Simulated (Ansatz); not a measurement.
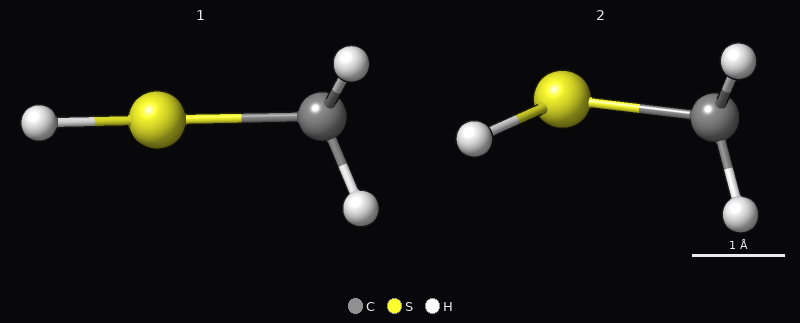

Two geometries of CH$_{3}$S (charge −1), drawn at one scale. One is the start of a relaxation, the other its converged end. A ball-and-stick model, seen at a tilt.

Theory: Ansatz, RKS PBE-D4/def2-SVPD. Set-up: force threshold 0.03 eV/Å; at most 250 steps.

Which one is relaxed?

Answer. Structure 2 is the relaxed one. It is one of the separated reactants of a reaction. The atom that moves furthest after the best rigid fit is an H atom (0.48 Å). By element the largest moves are H 0.48 Å, S 0.41 Å, C 0.08 Å. Among the contacts that change: H–S 1.360 → 1.451 Å, C–S 1.820 → 1.764 Å, C–H 1.098 → 1.113 Å. Bond angles that change, for instance: C–S–H 156.8° → 113.2°, H–C–H 107.0° → 110.4°. Groups turn about C–S by about 25°. The energy falls by 1.418 eV in 6 geometry steps. Largest force component: 3.6 eV/Å at the start, 0.0056 eV/Å at the end.
